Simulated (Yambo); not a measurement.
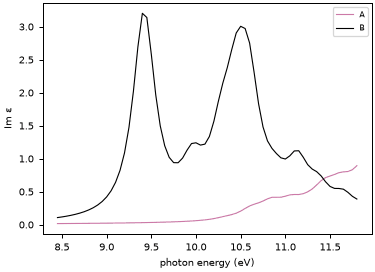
Figure. Two computed absorption spectra of CsCaF3 (cubic perovskite, space group Pm-3m, No. 221) (Yambo, PBEsol bands with the same scissor, field along x)

**Question.** Which curve includes the electron-hole attraction (BSE), and where are its main peaks?

**Answer.** Curve B: the attraction moves weight to lower energy (centre of the plotted range 10.2 eV against 11.1 eV). Its peaks lie at 9.4 eV, 10.5 eV. Settings: 8×8×8 mesh, 9 valence and 3 conduction bands, static screening with 54 bands and a 3 Ry block, scissor 3.31 eV, Tamm-Dancoff. The scissor comes from a G0W0 run whose convergence isn't established. Broadening 0.15 eV. The band window holds all transitions up to 11.8 eV. Fine structure above the onset can come from the mesh.

Geometry of the Materials Project entry, not relaxed at this level; primitive cell a = b = c = 4.5205 Å, α = β = γ = 90.00°.

The structure is a Materials Project entry; no match was found in the copy of COD used, and its stability was not checked.
